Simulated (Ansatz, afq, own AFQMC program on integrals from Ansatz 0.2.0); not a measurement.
# GeH₄+ (doublet): AFQMC on the coupled-cluster ladder at distance Ge1–H3 = 1.277 Å, cc-pVDZ

Aim: compute GeH₄+ (doublet) with auxiliary-field quantum Monte Carlo on the same integrals as coupled cluster, and set the energies side by side.

Program: Ansatz 0.2.0, Gaussian basis, and an in-house AFQMC program (afq) on its integrals; all values are calculated. Level of theory: cc-pVDZ, frozen cores. These are calculated values, not measurements.

The runs, in order: PBE (unrestricted); r2SCAN (unrestricted); PBE0 (unrestricted); B3LYP (unrestricted); wB97M-V (unrestricted); B2PLYP (unrestricted); CCSD(T) on UHF; CCSDT(Q) on UHF; Phaseless AFQMC, CISD trial on UHF; Phaseless AFQMC, single-determinant trial on UHF; Free-projection AFQMC, CISD trial on UHF; Phaseless AFQMC, CISD trial on UHF.

2 further runs of the same task are left out: 2 that didn't finish.

## Step 1: The system

The geometry derives from a PBE0/def2-TZVP stationary point (not a proven minimum). One bond is set to the value named and the two fragments are kept rigid. No spin-orbit coupling is included. The filled d shell of Ge may be among the frozen orbitals whatever the setting's name suggests; the logs give the count.

5 atoms, charge 1, spin multiplicity 2.

Atoms are counted from 1 here; the program's logs count them from 0.

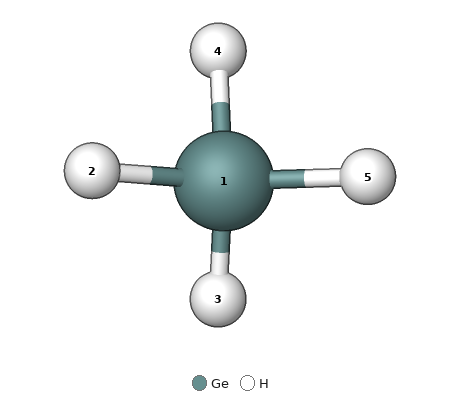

The structure; germanium teal, hydrogen white; atoms are numbered from 1 in the order of the file.

## Step 2: PBE (unrestricted)

in.yaml reads:

```yaml
crystal:
  periodic: [false, false, false]
  atoms:
    - {symbol: Ge, position_ang: [-0.001380, -0.002493, 0.002499]}
    - {symbol: H, position_ang: [0.559923, 1.031432, 1.035091]}
    - {symbol: H, position_ang: [-0.466271, -0.842508, 0.844509]}
    - {symbol: H, position_ang: [-0.560604, 1.028324, -1.034318]}
    - {symbol: H, position_ang: [0.566403, -1.037546, -1.025408]}
basis:
  gaussian: {orbitals: cc-pVDZ}
total_charge: 1
magnetization: {spin_polarized: true, initial_magnetization: 1}
hamiltonian: {xc: {name: PBE}}
output: {orbitals: {seedname: orbitals}}
```

Launch:

```bash
$ ansatz run in.yaml --threads 1 --pin off --events-out ev --progress --plain --max-ram 1382MiB
```

Output:

```text
Functional definition: PBE
  name "PBE"
  cite "Perdew, Burke & Ernzerhof, Phys. Rev. Lett. 77, 3865 (1996) doi:10.1103/PhysRevLett.77.3865"
  parent pbe
  parameter kappa = 0.804
  parameter beta = 0.06672455060314922
  exchange = pbe_x(kappa = kappa, mu = beta*pi^2/3)
  correlation = pbe_c(beta = beta)
607 factors; their error is unknown
mean field evaluation 1: about -56560.1262 eV, gradient 9.4e0 eV
mean field evaluation 2: about -56560.1755 eV, gradient 8.8e0 eV
mean field evaluation 4: about -56560.9173 eV, gradient 7.1e-1 eV
mean field evaluation 8: about -56560.9170 eV, gradient 2.1e-2 eV
mean field evaluation 16: about -56560.9170 eV, gradient 4.8e-6 eV
mean field -56560.91702104 eV, -2078.5753621565 hartree, gradient 4.7e-6 eV, S^2 0.753089; 0 other end points of the search recorded, 0 dependent functions left out
reference -56560.91705041 eV, -2078.5753632360 hartree; 18, 17 occupied and 29, 30 virtual orbitals, 607 factors
Total energy: -56560.91705041 eV, -2078.5753632360 hartree
```

Wall time 0.57 s (1 thread of Intel Xeon 6975P-C (Granite Rapids), shared host).

From the report: ⟨S²⟩ of the determinant 0.753 (pure doublet: 0.75).

## Step 3: r2SCAN (unrestricted)

in.yaml: that of step 2 with these lines changed.

```diff
@@ -12,3 +12,2 @@
 magnetization: {spin_polarized: true, initial_magnetization: 1}
-hamiltonian: {xc: {name: PBE}}
-output: {orbitals: {seedname: orbitals}}
+hamiltonian: {xc: {name: r2SCAN}}
```

Launched as before.

Output:

```text
Functional definition: r2SCAN
  name "r2SCAN"
  cite "Furness, Kaplan, Ning, Perdew & Sun, J. Phys. Chem. Lett. 11, 8208 (2020) doi:10.1021/acs.jpclett.0c02405"
  cite "Furness, Kaplan, Ning, Perdew & Sun, J. Phys. Chem. Lett. 11, 9248 (2020) doi:10.1021/acs.jpclett.0c03077"
  parent r2scan
  parameter k0 = 0.174
  parameter k1 = 0.065
  parameter a1 = 4.9479
  exchange = r2scan_x(k0 = k0, k1 = k1, a1 = a1)
  correlation = r2scan_c
607 factors; their error is unknown
mean field evaluation 1: about -56568.8275 eV, gradient 7.9e0 eV
mean field evaluation 2: about -56568.9528 eV, gradient 6.9e0 eV
mean field evaluation 4: about -56569.3826 eV, gradient 5.4e-1 eV
mean field evaluation 8: about -56569.3814 eV, gradient 3.4e-2 eV
mean field evaluation 16: about -56569.3814 eV, gradient 8.2e-5 eV
mean field -56569.38142636 eV, -2078.8864233149 hartree, gradient 1.6e-5 eV, S^2 0.758638; 0 other end points of the search recorded, 0 dependent functions left out
reference -56569.38143636 eV, -2078.8864236822 hartree; 18, 17 occupied and 29, 30 virtual orbitals, 607 factors
Total energy: -56569.38143636 eV, -2078.8864236822 hartree
```

It took 1.2 s on 1 thread of Intel Xeon 6975P-C (Granite Rapids), shared host.

From the report: ⟨S²⟩ of the determinant 0.759 (pure doublet: 0.75).

## Step 4: PBE0 (unrestricted)

in.yaml: that of step 3 with these lines changed.

```diff
@@ -12,2 +12,3 @@
 magnetization: {spin_polarized: true, initial_magnetization: 1}
-hamiltonian: {xc: {name: r2SCAN}}
+hamiltonian: {xc: {name: PBE0}}
+output: {orbitals: {seedname: orbitals}}
```

Same command.

Output:

```text
Functional definition: PBE0
  name "PBE0"
  cite "Adamo & Barone, J. Chem. Phys. 110, 6158 (1999) doi:10.1063/1.478522"
  cite "Perdew, Burke & Ernzerhof, Phys. Rev. Lett. 77, 3865 (1996) doi:10.1103/PhysRevLett.77.3865"
  parent pbe
  parameter a = 0.25
  parameter kappa = 0.804
  parameter beta = 0.06672455060314922
  exchange = (1 - a)*pbe_x(kappa = kappa, mu = beta*pi^2/3) + a*exact_x
  correlation = pbe_c(beta = beta)
497 factors; integrals over basis functions are off by at most 9.2e-4 eV
mean field evaluation 1: about -56562.0143 eV, gradient 6.7e0 eV
mean field evaluation 2: about -56562.2538 eV, gradient 4.2e0 eV
mean field evaluation 4: about -56562.3818 eV, gradient 7.0e-1 eV
mean field evaluation 8: about -56562.4113 eV, gradient 1.5e-2 eV
mean field evaluation 16: about -56562.4113 eV, gradient 2.8e-5 eV
mean field -56562.41126915 eV, -2078.6302747621 hartree, gradient 2.1e-5 eV, S^2 0.757650; 0 other end points of the search recorded, 0 dependent functions left out
reference -56562.41129108 eV, -2078.6302755678 hartree; 18, 17 occupied and 29, 30 virtual orbitals, 497 factors
Total energy: -56562.41129108 eV, -2078.6302755678 hartree
```

Wall time 0.87 s (1 thread of Intel Xeon 6975P-C (Granite Rapids), shared host).

From the report: ⟨S²⟩ of the determinant 0.758 (pure doublet: 0.75).

## Step 5: B3LYP (unrestricted)

in.yaml: that of step 4 with these lines changed.

```diff
@@ -12,3 +12,2 @@
 magnetization: {spin_polarized: true, initial_magnetization: 1}
-hamiltonian: {xc: {name: PBE0}}
-output: {orbitals: {seedname: orbitals}}
+hamiltonian: {xc: {name: B3LYP}}
```

Launched as before.

Output:

```text
Functional definition: B3LYP
  name "B3LYP"
  cite "Stephens, Devlin, Chabalowski & Frisch, J. Phys. Chem. 98, 11623 (1994) doi:10.1021/j100096a001"
  cite "Becke, Phys. Rev. A 38, 3098 (1988) doi:10.1103/PhysRevA.38.3098"
  cite "Lee, Yang & Parr, Phys. Rev. B 37, 785 (1988) doi:10.1103/PhysRevB.37.785"
  cite "Vosko, Wilk & Nusair, Can. J. Phys. 58, 1200 (1980) doi:10.1139/p80-159"
  parameter a0 = 0.2
  parameter ax = 0.72
  parameter ac = 0.81
  exchange = (1 - a0 - ax)*slater_x + ax*b88_x + a0*exact_x
  correlation = (1 - ac)*vwn_rpa_c + ac*lyp_c
497 factors; integrals over basis functions are off by at most 9.2e-4 eV
mean field evaluation 1: about -56570.5738 eV, gradient 7.5e0 eV
mean field evaluation 2: about -56570.8709 eV, gradient 4.9e0 eV
mean field evaluation 4: about -56571.0606 eV, gradient 2.1e-1 eV
mean field evaluation 8: about -56571.0807 eV, gradient 1.5e-2 eV
mean field evaluation 16: about -56571.0807 eV, gradient 1.8e-5 eV
mean field -56571.08071399 eV, -2078.9488709835 hartree, gradient 8.8e-6 eV, S^2 0.757016; 0 other end points of the search recorded, 0 dependent functions left out
reference -56571.08090377 eV, -2078.9488779576 hartree; 18, 17 occupied and 29, 30 virtual orbitals, 497 factors
Total energy: -56571.08090377 eV, -2078.9488779576 hartree
```

Wall time 0.84 s (1 thread of Intel Xeon 6975P-C (Granite Rapids), shared host).

From the report: ⟨S²⟩ of the determinant 0.757 (pure doublet: 0.75).

## Step 6: wB97M-V (unrestricted)

in.yaml: that of step 5 with these lines changed.

```diff
@@ -12,2 +12,3 @@
 magnetization: {spin_polarized: true, initial_magnetization: 1}
-hamiltonian: {xc: {name: B3LYP}}
+hamiltonian: {xc: {name: wB97M-V}}
+output: {orbitals: {seedname: orbitals}}
```

The command is unchanged.

Output:

```text
Functional definition: wB97M-V
  name "wB97M-V"
  cite "Mardirossian & Head-Gordon, J. Chem. Phys. 144, 214110 (2016) doi:10.1063/1.4952647"
  cite "Becke, J. Chem. Phys. 107, 8554 (1997) doi:10.1063/1.475007"
  cite "Vydrov & Van Voorhis, J. Chem. Phys. 133, 244103 (2010) doi:10.1063/1.3521275"
  # Of w^i u^j: cxij and so on, Table III.
  parameter omega = 0.3/bohr
  parameter cx = 0.15
  parameter cx01 = 1.007
  parameter cx10 = 0.259
  parameter css00 = 0.443
  parameter css04 = -1.437
  parameter css10 = -4.535
  parameter css20 = -3.390
  parameter css43 = 4.278
  parameter cos00 = 1.000
  parameter cos10 = 1.358
  parameter cos20 = 2.924
  parameter cos21 = -8.812
  parameter cos60 = -1.390
  parameter cos61 = 9.142
  parameter b = 6.0
  parameter c = 0.01
  gx(w, u) = 1 - cx + cx01*u + cx10*w
  gss(w, u) = css00 + css04*u^4 + css10*w + css20*w^2 + css43*w^4*u^3
  gos(w, u) = cos00 + cos10*w + (cos20 + cos21*u)*w^2 + (cos60 + cos61*u)*w^6
  exchange = spin_sum(e_x_unif_sr(omega)*gx(b97_w, b97_u_x)) + cx*exact_x_sr(omega) + exact_x_lr(omega)
  correlation = spin_sum(e_c_pw_mod_same_spin*gss(b97_w, b97_u_same))
      + integral(e_c_pw_mod_opposite_spin*gos(b97_w_opposite, b97_u_opposite)) + vv10(b, c)
497 factors; integrals over basis functions are off by at most 9.2e-4 eV
162 factors; integrals over basis functions are off by at most 4.8e-6 eV
mean field evaluation 1: about -56565.6655 eV, gradient 4.9e0 eV
mean field evaluation 2: about -56565.8364 eV, gradient 1.4e0 eV
mean field evaluation 4: about -56565.8683 eV, gradient 4.6e-1 eV
mean field evaluation 8: about -56565.8712 eV, gradient 1.4e-2 eV
mean field evaluation 16: about -56565.8712 eV, gradient 3.6e-5 eV
mean field -56565.87121301 eV, -2078.7574253534 hartree, gradient 3.6e-5 eV, S^2 0.756743; 0 other end points of the search recorded, 0 dependent functions left out
reference -56565.87124719 eV, -2078.7574266095 hartree; 18, 17 occupied and 29, 30 virtual orbitals, 497 factors
Total energy: -56565.87124719 eV, -2078.7574266095 hartree
```

Wall time 2.7 s (1 thread of Intel Xeon 6975P-C (Granite Rapids), shared host).

From the report: ⟨S²⟩ of the determinant 0.757 (pure doublet: 0.75).

## Step 7: B2PLYP (unrestricted)

in.yaml: that of step 6 with these lines changed.

```diff
@@ -12,3 +12,3 @@
 magnetization: {spin_polarized: true, initial_magnetization: 1}
-hamiltonian: {xc: {name: wB97M-V}}
-output: {orbitals: {seedname: orbitals}}
+hamiltonian: {xc: {name: B2PLYP}}
+correlation: {electrons: outside_noble_gas}
```

Launched as before.

Output:

```text
Functional definition: B2PLYP
  name "B2PLYP"
  cite "Grimme, J. Chem. Phys. 124, 034108 (2006) doi:10.1063/1.2148954"
  cite "Becke, Phys. Rev. A 38, 3098 (1988) doi:10.1103/PhysRevA.38.3098"
  cite "Lee, Yang & Parr, Phys. Rev. B 37, 785 (1988) doi:10.1103/PhysRevB.37.785"
  parameter a = 0.53
  parameter c = 0.27
  exchange = (1 - a)*b88_x + a*exact_x
  correlation = (1 - c)*lyp_c + c*(mp2_os + mp2_ss)
497 factors; integrals over basis functions are off by at most 9.2e-4 eV
mean field evaluation 1: about -56556.7198 eV, gradient 5.4e0 eV
mean field evaluation 2: about -56556.7199 eV, gradient 5.4e0 eV
mean field evaluation 4: about -56556.9815 eV, gradient 6.7e-1 eV
mean field evaluation 8: about -56556.9905 eV, gradient 3.6e-2 eV
mean field evaluation 16: about -56556.9906 eV, gradient 1.8e-5 eV
mean field -56556.99060261 eV, -2078.4310689408 hartree, gradient 2.6e-6 eV, S^2 0.768145; 2 other end points of the search recorded, 0 dependent functions left out
14 core orbitals not correlated: weight in the atoms' cores, before any rotation towards them, 0.998 or more for the frozen orbitals, at most 0.001 for the correlated occupied ones
reference -56556.99072344 eV, -2078.4310733813 hartree; 4, 3 occupied and 29, 30 virtual orbitals, 497 factors
second order -3.37766738 eV of doubles, -0.00000000 eV of singles
Total energy: -56557.90269363 eV, -2078.4645876677 hartree
```

Run time: 1 s. Hardware: 1 thread of Intel Xeon 6975P-C (Granite Rapids), shared host.

From the report: ⟨S²⟩ of the determinant 0.768 (pure doublet: 0.75).

## Step 8: CCSD(T) on UHF

in.yaml: that of step 7 with these lines changed.

```diff
@@ -12,3 +12,2 @@
 magnetization: {spin_polarized: true, initial_magnetization: 1}
-hamiltonian: {xc: {name: B2PLYP}}
-correlation: {electrons: outside_noble_gas}
+correlation: {method: ccsd_t, electrons: outside_noble_gas, hamiltonian_folder: ham}
```

Same command.

Output:

```text
Functional definition: HF
  name "HF"
  cite "Fock, Z. Phys. 61, 126 (1930) doi:10.1007/BF01340294"
  parent pbe
  exchange = exact_x
  correlation = 0
497 factors; integrals over basis functions are off by at most 9.2e-4 eV
mean field evaluation 1: about -56522.7436 eV, gradient 6.9e0 eV
mean field evaluation 2: about -56522.7458 eV, gradient 6.9e0 eV
mean field evaluation 4: about -56523.3126 eV, gradient 1.1e0 eV
mean field evaluation 8: about -56523.3562 eV, gradient 1.4e-2 eV
mean field evaluation 16: about -56523.3478 eV, gradient 2.5e-1 eV
mean field evaluation 32: about -56521.6191 eV, gradient 5.0e-2 eV
mean field evaluation 64: about -56521.6182 eV, gradient 4.4e-4 eV
mean field -56523.35611641 eV, -2077.1950243714 hartree, gradient 7.0e-6 eV, S^2 0.795266; 4 other end points of the search recorded, 0 dependent functions left out
determinant -56523.35611641 eV, -2077.1950243714 hartree, with singles and doubles -56526.85106382 eV, -2077.3234613195 hartree
determinant -56521.61815072 eV, -2077.1311553103 hartree, with singles and doubles -56524.95472551 eV, -2077.2537721720 hartree
determinant -56520.78947122 eV, -2077.1007019001 hartree, with singles and doubles -56524.25435585 eV, -2077.2280340618 hartree
14 core orbitals not correlated: weight in the atoms' cores, before any rotation towards them, 0.999 or more for the frozen orbitals, at most 0.001 for the correlated occupied ones
reference -56523.35611641 eV, -2077.1950243714 hartree; 4, 3 occupied and 29, 30 virtual orbitals, 497 factors
second order -2.62091812 eV of doubles, -0.00000000 eV of singles
cycle   1  -3.47007403 eV  change   -1.3e-1 eV  update   1.9e-2
cycle   2  -3.47569445 eV  change   -5.6e-3 eV  update   6.4e-3
cycle   3  -3.47998187 eV  change   -4.3e-3 eV  update   2.6e-3
cycle   4  -3.48252617 eV  change   -2.5e-3 eV  update   1.3e-3
cycle   5  -3.48382493 eV  change   -1.3e-3 eV  update   7.2e-4
cycle   6  -3.48392650 eV  change   -1.0e-4 eV  update   3.1e-4
cycle   7  -3.48379536 eV  change    1.3e-4 eV  update   1.4e-4
cycle   8  -3.48374430 eV  change    5.1e-5 eV  update   4.7e-5
cycle   9  -3.48375040 eV  change   -6.1e-6 eV  update   1.5e-5
cycle  10  -3.48375886 eV  change   -8.5e-6 eV  update   4.9e-6
cycle  11  -3.48376072 eV  change   -1.9e-6 eV  update   1.6e-6
perturbative correction -0.08017943 eV, -0.0029465397 hartree
Total energy: -56526.92005657 eV, -2077.3259967563 hartree
```

Run time: 1.1 s. Hardware: 1 thread of Intel Xeon 6975P-C (Granite Rapids), shared host.

From the report: ⟨S²⟩ of the determinant 0.795 (pure doublet: 0.75); correlation -3.5639 eV; T1 0.030; largest double amplitude 0.07.

This run also writes the integrals to the folder ham.

## Step 9: CCSDT(Q) on UHF

in.yaml: that of step 8 with these lines changed.

```diff
@@ -12,2 +12,2 @@
 magnetization: {spin_polarized: true, initial_magnetization: 1}
-correlation: {method: ccsd_t, electrons: outside_noble_gas, hamiltonian_folder: ham}
+correlation: {method: ccsdt_q, electrons: outside_noble_gas}
```

The command is unchanged.

Output:

```text
Functional definition: HF
  name "HF"
  cite "Fock, Z. Phys. 61, 126 (1930) doi:10.1007/BF01340294"
  parent pbe
  exchange = exact_x
  correlation = 0
932 factors; integrals over basis functions are off by at most 1.8e-7 eV
mean field evaluation 1: about -56522.7435 eV, gradient 6.9e0 eV
mean field evaluation 2: about -56522.7460 eV, gradient 6.9e0 eV
mean field evaluation 4: about -56523.3126 eV, gradient 1.1e0 eV
mean field evaluation 8: about -56523.3548 eV, gradient 1.2e-1 eV
mean field evaluation 16: about -56523.3348 eV, gradient 6.0e-1 eV
mean field evaluation 32: about -56521.6175 eV, gradient 2.2e-1 eV
mean field evaluation 64: about -56521.6183 eV, gradient 3.4e-4 eV
mean field -56523.35626701 eV, -2077.1950299058 hartree, gradient 2.6e-6 eV, S^2 0.795266; 4 other end points of the search recorded, 0 dependent functions left out
determinant -56523.35626701 eV, -2077.1950299058 hartree, with singles and doubles -56526.85123703 eV, -2077.3234676849 hartree
determinant -56521.61829875 eV, -2077.1311607503 hartree, with singles and doubles -56524.95489274 eV, -2077.2537783175 hartree
determinant -56520.78961821 eV, -2077.1007073020 hartree, with singles and doubles -56524.25451566 eV, -2077.2280399348 hartree
14 core orbitals not correlated: weight in the atoms' cores, before any rotation towards them, 0.999 or more for the frozen orbitals, at most 0.001 for the correlated occupied ones
reference -56523.35626701 eV, -2077.1950299058 hartree; 4, 3 occupied and 29, 30 virtual orbitals, 932 factors
second order -2.62095546 eV of doubles, -0.00000000 eV of singles
cycle   1  -3.17336077 eV  change   -5.5e-1 eV  update   6.8e-2
cycle   2  -3.53330575 eV  change   -3.6e-1 eV  update   3.6e-2
cycle   3  -3.57158863 eV  change   -3.8e-2 eV  update   1.6e-2
cycle   4  -3.58599119 eV  change   -1.4e-2 eV  update   8.8e-3
cycle   5  -3.58717248 eV  change   -1.2e-3 eV  update   4.8e-3
cycle   6  -3.58758853 eV  change   -4.2e-4 eV  update   2.3e-3
cycle   7  -3.58931421 eV  change   -1.7e-3 eV  update   1.1e-3
cycle   8  -3.58911609 eV  change    2.0e-4 eV  update   4.2e-4
cycle   9  -3.58878994 eV  change    3.3e-4 eV  update   1.6e-4
cycle  10  -3.58891512 eV  change   -1.3e-4 eV  update   6.4e-5
cycle  11  -3.58892663 eV  change   -1.2e-5 eV  update   2.7e-5
cycle  12  -3.58892114 eV  change    5.5e-6 eV  update   1.1e-5
cycle  13  -3.58890787 eV  change    1.3e-5 eV  update   4.0e-6
cycle  14  -3.58890523 eV  change    2.6e-6 eV  update   1.5e-6
cycle  15  -3.58890594 eV  change   -7.1e-7 eV  update   6.3e-7
cycle  16  -3.58890641 eV  change   -4.7e-7 eV  update   2.5e-7
perturbative correction -0.00238077 eV, -0.0000874916 hartree
Total energy: -56526.94755419 eV, -2077.3270072752 hartree
```

Run time: 6 s. Hardware: 1 thread of Intel Xeon 6975P-C (Granite Rapids), shared host.

From the report: ⟨S²⟩ of the determinant 0.795 (pure doublet: 0.75); correlation -3.5913 eV; T1 0.032; largest double amplitude 0.08.

## Step 10: Phaseless AFQMC, CISD trial on UHF

It reads the integrals that the CCSD(T) run on this determinant wrote.

Launch:

```bash
$ afq ham --method phaseless --trial cisd --walkers 60 --populations 1 --least-time 40 --time-step 0.005 --steps-per-block 50 --equilibration-blocks 28 --max-blocks 300 --target-error 0.00032 --factor-cut 1e-05 --start spin_pure --seed 9846 --release-times 0.24,0.51,0.99,1.62,2.4 --release-step 0.03 --release-every 4 --taylor-order 6
```

Output:

```text
orbitals 33  electrons 4 3  factors 266 of 497
reference energy -2077.19502437 Eh
CCSD correlation -0.12802583 Eh in 12 cycles, weight of the determinant in the CISD state 0.9048
energy of the start -2077.322183 Eh
 block  time / (1/Eh)  mean weight  energy / Eh
     1     0.250  0.9986  -2077.321735
     2     0.500  0.9992  -2077.322155
     3     0.750  1.0008  -2077.322628
     4     1.000  1.0003  -2077.323063
     5     1.250  1.0010  -2077.324061
     6     1.500  0.9997  -2077.324034
     7     1.750  0.9992  -2077.324431
     8     2.000  0.9996  -2077.324120
     9     2.250  1.0006  -2077.324863
    10     2.500  1.0004  -2077.325537
    13     3.250  1.0012  -2077.325816
    17     4.250  1.0003  -2077.327263
    21     5.250  1.0008  -2077.326314
    25     6.250  1.0002  -2077.325423
    29     7.250  0.9993  -2077.325642
    33     8.250  0.9994  -2077.326882
    37     9.250  1.0017  -2077.327953
    41    10.250  1.0007  -2077.325579
    45    11.250  1.0011  -2077.324974
    49    12.250  1.0000  -2077.324083
    53    13.250  0.9992  -2077.325915
    57    14.250  1.0001  -2077.325397
    61    15.250  1.0012  -2077.326690
    65    16.250  0.9988  -2077.327599
    69    17.250  0.9999  -2077.326117
    73    18.250  0.9991  -2077.325899
    77    19.250  1.0008  -2077.326376
    81    20.250  1.0014  -2077.325650
    85    21.250  0.9999  -2077.325763
    89    22.250  0.9983  -2077.327115
    93    23.250  1.0002  -2077.325242
    97    24.250  1.0019  -2077.325525
   101    25.250  1.0003  -2077.327234
   105    26.250  1.0012  -2077.326348
   109    27.250  0.9991  -2077.325684
   113    28.250  1.0002  -2077.325904
   117    29.250  0.9995  -2077.327104
   121    30.250  1.0009  -2077.326398
   125    31.250  0.9999  -2077.325401
   129    32.250  1.0003  -2077.325092
   133    33.250  1.0023  -2077.326886
   137    34.250  1.0003  -2077.325616
   141    35.250  1.0020  -2077.325545
   145    36.250  0.9985  -2077.325236
   149    37.250  1.0007  -2077.326049
   153    38.250  0.9996  -2077.327620
   157    39.250  1.0001  -2077.327413
   161    40.250  1.0022  -2077.325665
   165    41.250  1.0009  -2077.326201
   169    42.250  1.0003  -2077.326194
   173    43.250  1.0016  -2077.327351
   177    44.250  0.9991  -2077.325058
   181    45.250  0.9984  -2077.325780
   185    46.250  0.9989  -2077.327687
blocks merged  error / Eh  count
     1  0.000085  160
     2  0.000101  80
     4  0.000118  40
     8  0.000133  20
    16  0.000117  10
released: time / (1/Eh)  energy / Eh  error  mean overlap
  0.24  -2077.326337  0.000192  1.0053
  0.51  -2077.326420  0.000159  1.0091
  0.99  -2077.326631  0.000144  1.0199
  1.62  -2077.326638  0.000186  1.0377
  2.40  -2077.327118  0.000254  1.0124
energy -2077.326119 +/- 0.000133 Eh
```

Run time: 90 s. Hardware: 1 thread of Intel Xeon 6975P-C (Granite Rapids), shared host.

Energy -56526.9234 ± 0.0036 eV. Caveats: constraint bias not in the error.

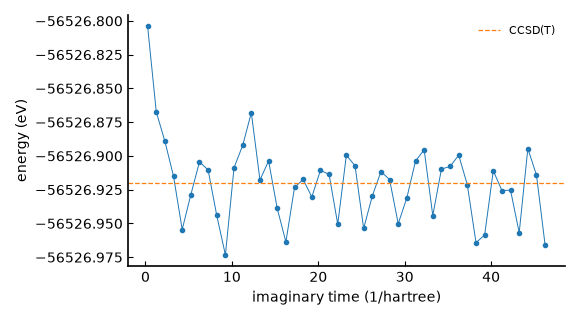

Block energies along the walk.

(Part 1 of 2 ends here.)
